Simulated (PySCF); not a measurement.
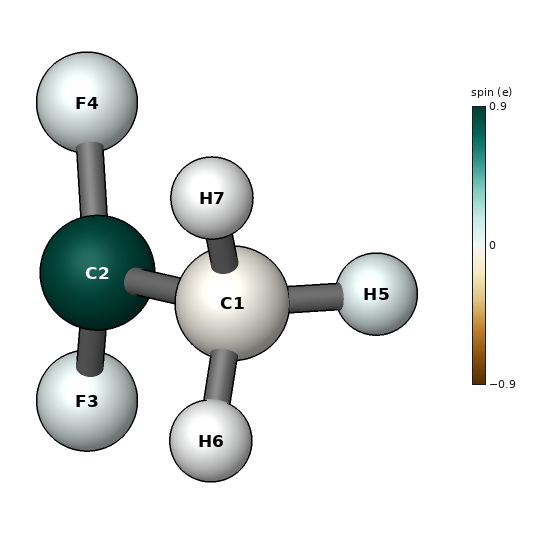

Atoms are coloured by their Mulliken spin populations. State: neutral, doublet. The geometry was computed by an optimisation with GFN2-xTB. No frequency run is at hand to confirm it as a minimum. Level of theory: UKS B3LYP, pcH-1 on C F H, non-relativistic (PySCF 2.14.0).

> Which atom carries the largest spin population?

C2 (0.85 e).

> Which atom has the lowest spin population?

C1 (−0.05 e); a negative value comes from spin polarisation.

Give the Mulliken spin populations atom by atom.

| atom | value (e) |
| --- | --- |
| C1 | −0.05 |
| C2 | 0.85 |
| F3 | 0.06 |
| F4 | 0.06 |
| H5 | 0.08 |
| H6 | 0.00 |
| H7 | 0.00 |

Mulliken values depend strongly on the basis set.
